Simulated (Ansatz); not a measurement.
```xyz
9

F     1.0374   -1.5150    0.9485
C     0.1535   -1.3537   -0.0054
F    -0.1784   -2.5126   -0.5102
C    -0.3357   -0.1964   -0.4053
C     0.0747    1.0901    0.2008
F    -1.0095    1.7342    0.7106
F     0.5973    1.9099   -0.7506
H    -1.0634   -0.1845   -1.2047
H     0.8126    0.9815    0.9993
```

Geometry: PBE0-D4/def2-TZVP.

Method: RKS PBE0-D4/def2-TZVPP (Ansatz).

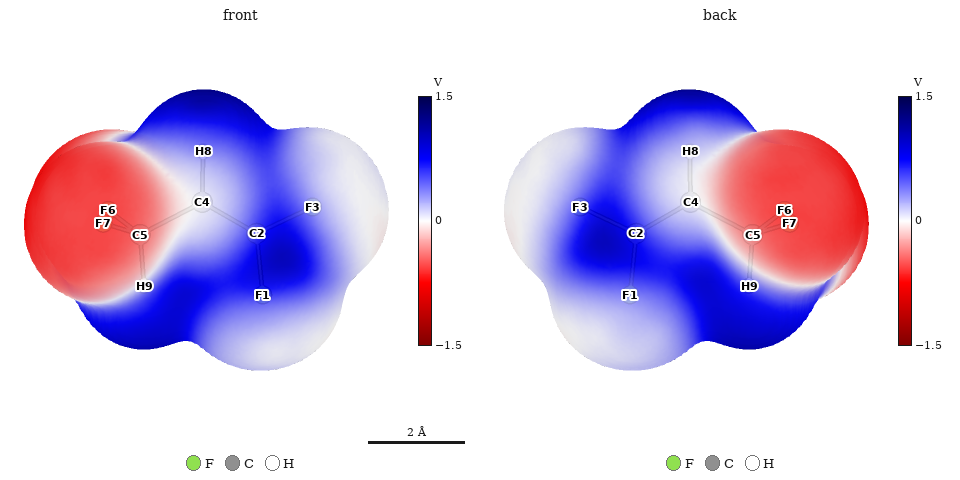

C3H2F4. The electrostatic potential painted on the density surface at 0.001 e/bohr³, seen from the front and from behind; the colour scale runs from red (negative) to blue (positive).

Question: Describe the electrostatic potential map.

Answer: The most negative region (about −0.7 V) lies over F6 and F7, the most positive (about +1.2 V) over H8.
